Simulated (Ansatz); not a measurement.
Consider BCl₂H.

```tsv
atom	x (Å)	y (Å)	z (Å)
B	0.0287	0.0000	0.0166
Cl	0.0241	0.0000	1.7587
Cl	1.5351	0.0000	-0.8585
H	-1.0076	0.0000	-0.5817
```

The calculation used RKS PBE0-D4/def2-SVPD in Ansatz.

### Predict the electron density and electron localisation function between the atoms.

B–Cl (1.74 Å): ρ at the midpoint is about 1.4 e/Å³; the ELF peaks at about 0.90 between the atoms (a polar covalent bond).
B–H (1.20 Å): the density is about 1.3 e/Å³ at the midpoint; the ELF climbs to about 1 towards the hydrogen, as it does in any bond to H (an ordinary covalent bond to hydrogen).

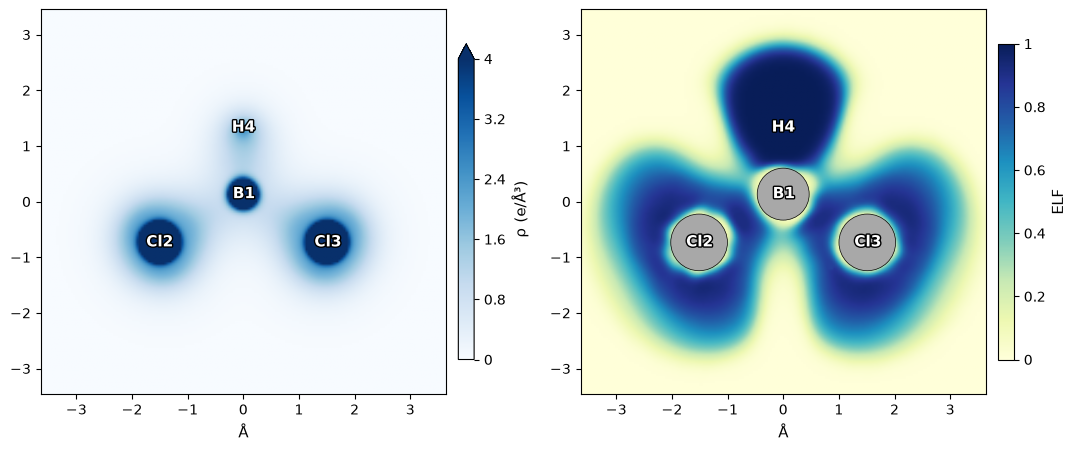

Computed electron density and electron localisation function on the molecular plane, in this order. Grey discs cover the atomic cores in the ELF map. 
